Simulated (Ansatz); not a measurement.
## (CaO)3(YN)1 [001] superlattice, started as rocksalt type: phonons and vibrational spectra

The cell of (CaO)3(YN)1 [001] superlattice, started as rocksalt type is at rest. What are its phonons?

Program: Ansatz 0.2.0. Level of theory: DFT PBEsol, scalar-relativistic, plane waves, PAW. Results are calculated unless marked as measured.

The structure was built from a prototype and need not be the compound's stable phase.

**1. The starting structure**

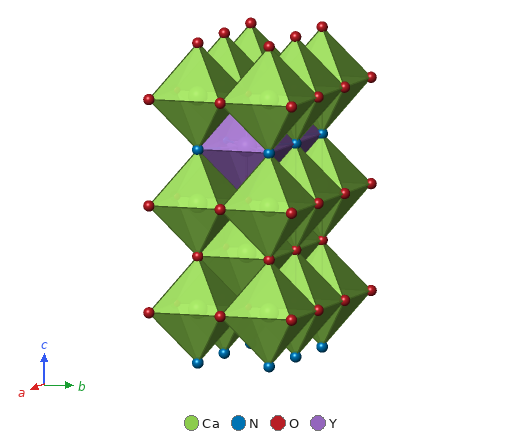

Start, viewed slightly off an axis; calcium green, nitrogen blue, oxygen red, yttrium purple. 2×1×1 cells are drawn. Some periodic images of atoms are drawn too.

**2. Linear response at the zone centre**

The cell comes from relaxations at this level that are not shown. The zone centre is the only wavevector solved here; it holds the modes that light can see, as far as symmetry allows. The response to a homogeneous field gives the Born charges and the dielectric tensor, and its change with displacement the Raman tensors.

File input.yaml:

```yaml
crystal:
  lattice:
    - [2.3971304646, 2.3971304646, 0.0]
    - [-2.3971304646, 2.3971304646, 0.0]
    - [0.0, 0.0, 9.5923035021]
  atoms:
    - { symbol: Ca, position: [0.0, 0.0, 0.0020772059] }
    - { symbol: Ca, position: [0.5, 0.5, 0.25] }
    - { symbol: Ca, position: [0.0, 0.0, 0.4979227941] }
    - { symbol: "N", position: [0.0, 0.0, 0.75] }
    - { symbol: O, position: [0.5, 0.5, -0.0006321129] }
    - { symbol: O, position: [0.0, 0.0, 0.25] }
    - { symbol: O, position: [0.5, 0.5, 0.5006321129] }
    - { symbol: "Y", position: [0.5, 0.5, 0.75] }
kpoints:
  mp_grid: { grid: [8, 8, 4] }
hamiltonian:
  xc: pbesol
scf:
  occupations: { method: fixed }
output:
  eigenvalues: true
phonons:
  method: dfpt
  dielectric: true
  rigid_motions: translations
  raman: true
```

The run is started by

```bash
$ ansatz run input.yaml --threads 8 --pin off --max-ram 14336MiB --backend cpu --events-out ev --progress --plain --runs-dir out
```

Numbers of over 12 decimals in the logs are rounded to 6 here.

What it wrote:

```text
Engine: ansatz 0.2.0, aarch64-unknown-linux-gnu
Pseudopotentials: kind: paw
Pseudopotential: Ca, paw, valence charge 10, recommended cutoff 420 eV (normal), Ca.paw.azcp
Pseudopotential: N, paw, valence charge 5, recommended cutoff 420 eV (normal), N.paw.azcp
Pseudopotential: O, paw, valence charge 6, recommended cutoff 420 eV (normal), O.paw.azcp
Pseudopotential: Y, paw, valence charge 11, recommended cutoff 420 eV (normal), Y.paw.azcp
Functional definition: PBEsol
  exchange = pbesol_x
  correlation = pbesol_c
Crystal: 8 atoms, lattice volume = 110.239 Å³
Basis set: ecut = 420 eV, 2117 PW (Γ), exchange–correlation on 48×48×144 points (8 copies of the dense FFT grid, shifted against one another)
Bands: 40, of which v1, the nominal top of the filled ones, is band 32 counted from 1 (31 counted from 0)
Symmetry: 16 space group operations
k-points: 78 of 256 (irreducible under 2 space group operations, time reversal used)
Non-local potential: Ca, projectors of the file, l = 0: 3, l = 1: 2, l = 2: 2
Non-local potential: N, projectors of the file, l = 0: 2, l = 1: 2, l = 2: 1
Non-local potential: O, projectors of the file, l = 0: 2, l = 1: 2, l = 2: 1
Non-local potential: Y, projectors of the file, l = 0: 3, l = 1: 2, l = 2: 2, l = 3: 1
PAW form: soft (Blöchl's): semilocal exchange-correlation on the pseudo side does not see the compensation charge
PAW frozen core: Ca, regenerated for the run's functional, and the local potential with it (the file was generated under x = pbe(κ = 0.804, μ = 0.219515), c = pbe(β = 0.066725))
PAW frozen core: N, regenerated for the run's functional, and the local potential with it (the file was generated under x = pbe(κ = 0.804, μ = 0.219515), c = pbe(β = 0.066725))
PAW frozen core: O, regenerated for the run's functional, and the local potential with it (the file was generated under x = pbe(κ = 0.804, μ = 0.219515), c = pbe(β = 0.066725))
PAW frozen core: Y, regenerated for the run's functional, and the local potential with it (the file was generated under x = pbe(κ = 0.804, μ = 0.219515), c = pbe(β = 0.066725))
PAW one-centre angular grid: Ca, 110 points (default); XC on 64 Gauss nodes
PAW one-centre angular grid: N, 110 points (default); XC on 64 Gauss nodes
PAW one-centre angular grid: O, 110 points (default); XC on 64 Gauss nodes
PAW one-centre angular grid: Y, 590 points (default); XC on 64 Gauss nodes
Initial density: superposition of atomic densities (neutral atoms: chi_scale 0, normalization atom), corrected by the library's trained network
Initial wavefunctions: pseudopotential atomic-orbital guess
Functional: x = pbesol(κ = 0.804, μ = 0.123457), c = pbesol(β = 0.046)
SCF iter   1: F=—  HF=-11251.413797 eV  |F-HF|=—  |Δ(HF+E_count)|=         —  Δρ=1.49e-2  dr2=2.47e-1  ethr=1.77e-3  ⟨swp⟩=4.5  Hψ=12184  notcnv=0  defer=411
preconditioner: auto → Resta (q_TF=auto, 2.492 Å⁻¹)  ε∞=3.5  [insulator: Δε(μ)=0.635 eV  Ē_g=16.606 eV  n_scr=26 (ndim 8)  ℏωp=26.5 eV  f_vac=0.000  ε∞_Penn≈3.5]
SCF iter   2: F=—  HF=-11251.360791 eV  |F-HF|=—  |Δ(HF+E_count)|=   5.30e-2  Δρ=5.26e-3  dr2=2.27e-2  ethr=3.86e-4  ⟨swp⟩=2.0  Hψ=4957  notcnv=0  defer=455
SCF iter   3: F=—  HF=-11251.355590 eV  |F-HF|=—  |Δ(HF+E_count)|=   5.20e-3  Δρ=1.36e-3  dr2=2.26e-3  ethr=3.55e-5  ⟨swp⟩=2.1  Hψ=4261  notcnv=0  defer=466
SCF iter   4: F=—  HF=-11251.355146 eV  |F-HF|=—  |Δ(HF+E_count)|=   4.44e-4  Δρ=2.59e-4  dr2=5.78e-5  ethr=3.53e-6  ⟨swp⟩=2.7  Hψ=5148  notcnv=0  defer=468
SCF iter   5: F=—  HF=-11251.355161 eV  |F-HF|=—  |Δ(HF+E_count)|=   1.47e-5  Δρ=4.96e-5  dr2=2.90e-6  ethr=9.03e-8  ⟨swp⟩=2.0  Hψ=5308  notcnv=0  defer=374
SCF iter   6: F=—  HF=-11251.355161 eV  |F-HF|=—  |Δ(HF+E_count)|=   2.15e-7  Δρ=1.47e-5  dr2=2.06e-7  ethr=4.53e-9  ⟨swp⟩=2.0  Hψ=4289  notcnv=0  defer=285
SCF iter   7: F=—  HF=-11251.355161 eV  |F-HF|=—  |Δ(HF+E_count)|=   1.38e-7  Δρ=1.82e-5  dr2=3.17e-7  ethr=3.22e-10  ⟨swp⟩=2.0  Hψ=4142  notcnv=0  defer=285
SCF iter   8: F=—  HF=-11251.355161 eV  |F-HF|=—  |Δ(HF+E_count)|=   6.27e-8  Δρ=1.40e-6  dr2=1.79e-9  ethr=3.22e-10  ⟨swp⟩=2.0  Hψ=4142  notcnv=0  defer=285
SCF iter   9: F=—  HF=-11251.355161 eV  |F-HF|=—  |Δ(HF+E_count)|=  4.91e-11  Δρ=3.13e-7  dr2=1.07e-10  ethr=2.79e-12  ⟨swp⟩=2.0  Hψ=4660  notcnv=0  defer=285
SCF iter  10: F=-11251.355161 eV  HF=-11251.355161 eV  |F-HF|=2.00e-11  |Δ(HF+E_count)|=  1.27e-11  Δρ=1.81e-7  dr2=3.29e-11  ethr=1.00e-12  ⟨swp⟩=15.7  Hψ=21425  notcnv=0
SCF 1 converged in 10 iterations: F = -11251.355161 eV  dr2 = 3.29e-11
  greatest PAW one-centre occupation: 0.996 electrons in one spin orbital (limit 2), on the Ca atom at site 2 (counted from 0), in its partial waves of l = 0
DFPT response loops at Γ: preconditioner auto → Resta (q_TF=auto, 2.492 Å⁻¹)  ε∞=8.3 (no band partly filled); β = 1.00, the filter's whole step (`scf.mixing.beta` (0.50) is not read by the response loops at its default; to damp them type it under 1.00, their step now; it binds the ground state too); Broyden in place of MSR1
── the response to a field inside a basis, on 12×12×4 k-points: an SCF that follows is theirs, and a resumed run solves both again ──
Bands: 33, of which v1, the nominal top of the filled ones, is band 32 counted from 1 (31 counted from 0)
k-points: 42
Initial density: handed on by an earlier stage of this run
Initial wavefunctions: pseudopotential atomic-orbital guess (no wavefunctions were taken with the density)
Eigensolver: Dense (42 Hₖ)
SCF iter   1: F=—  HF=-11251.284585 eV  |F-HF|=—  |Δ(HF+E_count)|=         —  Δρ=4.13e-4  dr2=7.09e-5  ethr=1.00e-1
preconditioner: auto → Resta (q_TF=auto, 2.492 Å⁻¹)  ε∞=4.2  [insulator: Δε(μ)=0.933 eV  Ē_g=14.892 eV  n_scr=26 (ndim 8)  ℏωp=26.5 eV  f_vac=0.000  ε∞_Penn≈4.2]
SCF iter   2: F=—  HF=-11251.284590 eV  |F-HF|=—  |Δ(HF+E_count)|=   4.82e-6  Δρ=1.90e-4  dr2=2.13e-5  ethr=1.11e-7
SCF iter   3: F=—  HF=-11251.284592 eV  |F-HF|=—  |Δ(HF+E_count)|=   2.66e-6  Δρ=1.04e-4  dr2=4.50e-6  ethr=3.32e-8
SCF iter   4: F=—  HF=-11251.284594 eV  |F-HF|=—  |Δ(HF+E_count)|=   1.53e-6  Δρ=9.45e-6  dr2=5.80e-8  ethr=7.03e-9
SCF iter   5: F=—  HF=-11251.284594 eV  |F-HF|=—  |Δ(HF+E_count)|=   4.11e-8  Δρ=6.53e-6  dr2=4.95e-8  ethr=9.07e-11
SCF iter   6: F=—  HF=-11251.284594 eV  |F-HF|=—  |Δ(HF+E_count)|=   8.08e-9  Δρ=1.13e-6  dr2=1.07e-9  ethr=7.74e-11
SCF iter   7: F=-11251.284594 eV  HF=-11251.284594 eV  |F-HF|=3.82e-11  |Δ(HF+E_count)|=  6.31e-10  Δρ=2.33e-7  dr2=4.11e-11  ethr=1.67e-12
SCF 1 converged in 7 iterations: F = -11251.284594 eV  dr2 = 4.11e-11
[...]
-0.000000     6.072847    -0.000000
       -0.000000    -0.000000     4.607536
  ε⁰ (static dielectric tensor: ions relaxed, cell fixed):
       36.799629    -0.000000     0.000000
       -0.000000    36.799629    -0.000000
        0.000000    -0.000000    21.269297
  ε⁰ − ε∞ (ionic part):
       30.726781    -0.000000     0.000000
       -0.000000    30.726781    -0.000000
        0.000000    -0.000000    16.661761
  softest optical mode at Γ: 127.65 cm⁻¹; the repairs (sum rule, projections) moved no ω² at Γ by more than (4.40 cm⁻¹)²
  Born effective charges Z* (e; rows j = field, columns β = displacement):
    site 0:
         2.32436   -0.00000   -0.00000
        -0.00000    2.32436    0.00000
        -0.00000    0.00000    2.49551
    site 1:
         2.36505   -0.00000   -0.00000
        -0.00000    2.36505    0.00000
        -0.00000    0.00000    2.81597
    site 2:
         2.32436   -0.00000   -0.00000
        -0.00000    2.32436    0.00000
        -0.00000    0.00000    2.49551
    site 3:
        -4.67960    0.00000    0.00000
         0.00000   -4.67960   -0.00000
         0.00000    0.00000   -2.37874
    site 4:
        -2.31785   -0.00000   -0.00000
        -0.00000   -2.31785   -0.00000
        -0.00000   -0.00000   -2.74659
    site 5:
        -2.40458    0.00000    0.00000
         0.00000   -2.40458    0.00000
         0.00000   -0.00000   -2.76449
    site 6:
        -2.31785    0.00000    0.00000
         0.00000   -2.31785   -0.00000
         0.00000    0.00000   -2.74659
    site 7:
         4.70612   -0.00000   -0.00000
        -0.00000    4.70612    0.00000
        -0.00000    0.00000    2.82941
  Z* charge neutrality: 1.371e-2 e pre-enforcement
  solved inside a basis spanned on kpoints, on 12×12×4 k-points transformed towards the longest dipole, which do not settle them: ε∞ is read to err by 2.0e-1, Z* by 5.7e-1 e (field_mesh: kpoints solves on kpoints); Z* is corrected for what the basis lacks
  Raman tensors (in the event stream and the table raman_tensors.tsv): an entry may err by 2.6e0 Å², one of the second-order susceptibility by 1.4e-17 pm/V (basis, points and sum rule); their sum over the sites missed zero by 8.882e-16 Å² ahead of its enforcement
  optical modes at Γ without the LO–TO term, one row a degenerate level:
      ω (cm⁻¹)  modes    IR ((D/Å)²/amu)  static Raman (Å⁴/amu)  depolarisation
        127.65      2             4.7946                 0.0000               —
        153.36      2             0.0000                 0.3939           0.750
        189.51      2            21.3379                 0.0000               —
        201.16      1             3.3281                 0.0000               —
        224.20      2            96.4776                 0.0000               —
        242.65      1            34.4519                 0.0000               —
        244.62      1             0.0000                27.9791           0.018
        266.51      2            19.9024                 0.0000               —
        292.84      2             0.0000                 0.0016           0.750
        294.45      2             7.6637                 0.0000               —
        302.33      1            17.2905                 0.0000               —
        401.32      1             0.5847                 0.0000               —
        489.35      1             0.0000                71.4518           0.034
        504.39      1             0.2534                 0.0000               —
  optical modes at Γ + LO–TO along q̂ = [1.0000, 0.0000, 0.0000]:
      ω (cm⁻¹)  modes    IR ((D/Å)²/amu)  static Raman (Å⁴/amu)  depolarisation
        127.65      1             2.3973                 0.0000               —
        131.23      1             0.0344                 0.0000               —
        153.36      2             0.0000                 0.3939           0.750
        189.51      1            10.6689                 0.0000               —
        195.54      1             0.0423                 0.0000               —
        201.16      1             3.3281                 0.0000               —
        224.20      1            48.2388                 0.0000               —
        242.65      1            34.4519                 0.0000               —
        244.62      1             0.0000                27.9791           0.018
        259.50      1             0.1071                 0.0000               —
        266.51      1             9.9512                 0.0000               —
        291.27      1             0.0821                 0.0000               —
        292.84      2             0.0000                 0.0016           0.750
        294.45      1             3.8318                 0.0000               —
        302.33      1            17.2905                 0.0000               —
        401.32      1             0.5847                 0.0000               —
        489.35      1             0.0000                71.4518           0.034
        504.39      1             0.2534                 0.0000               —
        540.18      1            74.8222                 0.0000               —
  optical modes at Γ + LO–TO along q̂ = [0.0000, 1.0000, 0.0000]:
      ω (cm⁻¹)  modes    IR ((D/Å)²/amu)  static Raman (Å⁴/amu)  depolarisation
        127.65      1             2.3973                 0.0000               —
        131.23      1             0.0344                 0.0000               —
        153.36      2             0.0000                 0.3939           0.750
        189.51      1            10.6689                 0.0000               —
        195.54      1             0.0423                 0.0000               —
        201.16      1             3.3281                 0.0000               —
        224.20      1            48.2388                 0.0000               —
        242.65      1            34.4519                 0.0000               —
        244.62      1             0.0000                27.9791           0.018
        259.50      1             0.1071                 0.0000               —
        266.51      1             9.9512                 0.0000               —
        291.27      1             0.0821                 0.0000               —
        292.84      2             0.0000                 0.0016           0.750
        294.45      1             3.8318                 0.0000               —
        302.33      1            17.2905                 0.0000               —
        401.32      1             0.5847                 0.0000               —
        489.35      1             0.0000                71.4518           0.034
        504.39      1             0.2534                 0.0000               —
        540.18      1            74.8222                 0.0000               —
  optical modes at Γ + LO–TO along q̂ = [0.0000, 0.0000, 1.0000]:
      ω (cm⁻¹)  modes    IR ((D/Å)²/amu)  static Raman (Å⁴/amu)  depolarisation
        127.65      2             4.7946                 0.0000               —
        153.36      2             0.0000                 0.3939           0.750
        189.51      2            21.3379                 0.0000               —
        204.31      1             0.0263                 0.0000               —
        224.20      2            96.4776                 0.0000               —
        244.62      1             0.0000                27.9791           0.018
        266.51      2            19.9024                 0.0000               —
        282.44      1             0.2714                 0.0000               —
        292.84      2             0.0000                 0.0016           0.750
        294.45      2             7.6637                 0.0000               —
        399.41      1             0.2193                 0.0000               —
        489.35      1             0.0000                71.4518           0.034
        500.89      1             2.5511                 0.0000               —
        555.91      1            52.8404                 0.0000               —
[key lines of the parts left out:]
SCF converged after 10 iterations
Free energy (F): -11251.355161 eV
Fermi energy:    10.310124 eV
```

Run time: 7.3 min. Hardware: 8 threads of Arm Neoverse N1, shared host; peak memory 3.4 GiB.

Reading the cycles: dr2 is the Hartree energy of the density residual (eV), the measure of convergence; HF is the Harris–Foulkes estimate of the energy, which meets the free energy F at convergence.

This step gave:

```
gap on the k-mesh                                       : 0.8611 eV
volume per atom                                         : 13.78 Å³
sum-rule residual before enforcement                    : 3.14e-4 eV/Å²
miss of the charge sum rule                             : 0.01371 e
estimated error of the dielectric tensor                : 0.1957
estimated error of the Born charges                     : 0.5683 e
point group                                             : 4/mmm
highest optical mode at the zone centre (no LO-TO term) : 504.4 cm⁻¹
lowest optical zone-centre mode                         : 127.7 cm⁻¹
mean high-frequency dielectric constant                 : 5.584
largest Born charge (third of the trace)                : 4.081 e
mean static dielectric constant                         : 31.62
top of the zone-centre spectrum with the field          : 555.9 cm⁻¹
```

Without the LO-TO term. Patterns of degenerate modes are one choice out of their space. The modes at Γ (shares of kinetic energy by element, %):

| mode | frequency (cm⁻¹) | symmetry | Ca % | N % | O % | Y % |
| --- | --- | --- | --- | --- | --- | --- |
| 1 | 0.0 | acoustic | 44 | 5 | 18 | 33 |
| 2 | 0.0 | acoustic | 44 | 5 | 18 | 33 |
| 3 | 0.0 | acoustic | 44 | 5 | 18 | 33 |
| 4 | 127.7 | Eu | 36 | 0 | 12 | 52 |
| 5 | 127.7 | Eu | 36 | 0 | 12 | 52 |
| 6 | 153.4 | Eg | 83 | 0 | 17 | 0 |
| 7 | 153.4 | Eg | 83 | 0 | 17 | 0 |
| 8 | 189.5 | Eu | 59 | 15 | 11 | 15 |
| 9 | 189.5 | Eu | 59 | 15 | 11 | 15 |
| 10 | 201.2 | A2u | 22 | 1 | 21 | 55 |
| 11 | 224.2 | Eu | 27 | 70 | 3 | 0 |
| 12 | 224.2 | Eu | 27 | 70 | 3 | 0 |
| 13 | 242.7 | A2u | 47 | 8 | 43 | 2 |
| 14 | 244.6 | A1g | 77 | 0 | 23 | 0 |
| 15 | 266.5 | Eu | 23 | 4 | 73 | 0 |
| 16 | 266.5 | Eu | 23 | 4 | 73 | 0 |
| 17 | 292.8 | Eg | 17 | 0 | 83 | 0 |
| 18 | 292.8 | Eg | 17 | 0 | 83 | 0 |
| 19 | 294.4 | Eu | 11 | 5 | 84 | 0 |
| 20 | 294.4 | Eu | 11 | 5 | 84 | 0 |
| 21 | 302.3 | A2u | 72 | 4 | 20 | 4 |
| 22 | 401.3 | A2u | 8 | 19 | 72 | 1 |
| 23 | 489.4 | A1g | 23 | 0 | 77 | 0 |
| 24 | 504.4 | A2u | 7 | 62 | 26 | 6 |

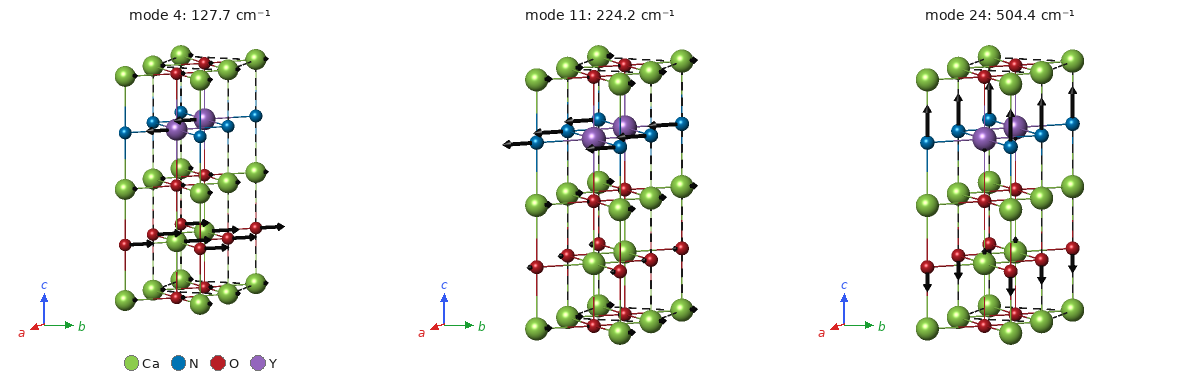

Displacement patterns of modes 4, 11 and 24 at Γ; arrows are exaggerated. 2×1×1 cells are drawn. Some periodic images of atoms are drawn too.

High-frequency dielectric tensor, which the program warns is not settled by the k meshes in reach. Tensor:

|  | x | y | z |
| --- | --- | --- | --- |
| x | 6.073 | 0 | 0 |
| y | 0 | 6.073 | 0 |
| z | 0 | 0 | 4.607 |

Static dielectric tensor, which the program warns is not settled by the k meshes in reach. Tensor:

|  | x | y | z |
| --- | --- | --- | --- |
| x | 36.8 | 0 | 0 |
| y | 0 | 36.8 | 0 |
| z | 0 | 0 | 21.27 |

Optical modes at the zone centre, without and with the macroscopic field of the longitudinal modes; each column is sorted by frequency, so a row need not hold one and the same mode. Modes with and without the field, by row:

| rank among optical modes | no field (cm⁻¹) | q along (1, 0, 0) (cm⁻¹) | q along (0, 0, 1) (cm⁻¹) |
| --- | --- | --- | --- |
| 1 | 127.7 | 127.7 | 127.7 |
| 2 | 127.7 | 131.2 | 127.7 |
| 3 | 153.4 | 153.4 | 153.4 |
| 4 | 153.4 | 153.4 | 153.4 |
| 5 | 189.5 | 189.5 | 189.5 |
| 6 | 189.5 | 195.5 | 189.5 |
| 7 | 201.2 | 201.2 | 204.3 |
| 8 | 224.2 | 224.2 | 224.2 |
| 9 | 224.2 | 242.7 | 224.2 |
| 10 | 242.7 | 244.6 | 244.6 |
| 11 | 244.6 | 259.5 | 266.5 |
| 12 | 266.5 | 266.5 | 266.5 |
| 13 | 266.5 | 291.3 | 282.4 |
| 14 | 292.8 | 292.8 | 292.8 |
| 15 | 292.8 | 292.8 | 292.8 |
| 16 | 294.4 | 294.4 | 294.4 |
| 17 | 294.4 | 302.3 | 294.4 |
| 18 | 302.3 | 401.3 | 399.4 |
| 19 | 401.3 | 489.4 | 489.4 |
| 20 | 489.4 | 504.4 | 500.9 |
| 21 | 504.4 | 540.2 | 555.9 |

Born charge (rows field, columns displacement) (e), principal values of the symmetric part by kind of site:

| atom | atoms with these values | low | middle | high | mean |
| --- | --- | --- | --- | --- | --- |
| Ca1 | 2 | 2.32 | 2.32 | 2.50 | 2.38 |
| Ca2 | 1 | 2.37 | 2.37 | 2.82 | 2.52 |
| N4 | 1 | -4.68 | -4.68 | -2.38 | -3.91 |
| O5 | 2 | -2.75 | -2.32 | -2.32 | -2.46 |
| O6 | 1 | -2.76 | -2.40 | -2.40 | -2.52 |
| Y8 | 1 | 2.83 | 4.71 | 4.71 | 4.08 |

In full for O5:

```
-2.32  0.00  0.00
 0.00 -2.32  0.00
 0.00  0.00 -2.75
```

Transverse modes. Lines of the infrared spectrum (strongest = 100):

| position (cm⁻¹) | relative intensity |
| --- | --- |
| 128 | 5.0 |
| 153 | 0.0 |
| 190 | 22 |
| 201 | 3.4 |
| 224 | 100 |
| 243 | 36 |
| 245 | 0.0 |
| 266 | 21 |
| 293 | 0.0 |
| 294 | 7.9 |
| 302 | 18 |
| 401 | 0.6 |
| 489 | 0.0 |
| 504 | 0.3 |

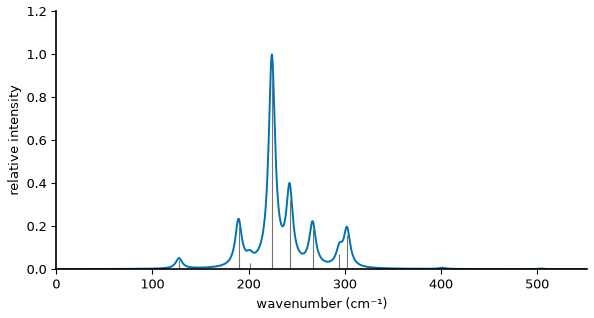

The infrared spectrum, broadened with Lorentzians of width 8 cm⁻¹; bars mark the lines.

(Continued in part 2 of 2.)

[Logs are printed without paths, hosts, clocks, repeated set-up lines and the standing remarks that a program may print on its own settings, such as how far it seeks lower states.]

[Hosts, paths, dates, database ids (printed as entryN), source tags and the programs' standing remarks are cut or masked in the printed files.]
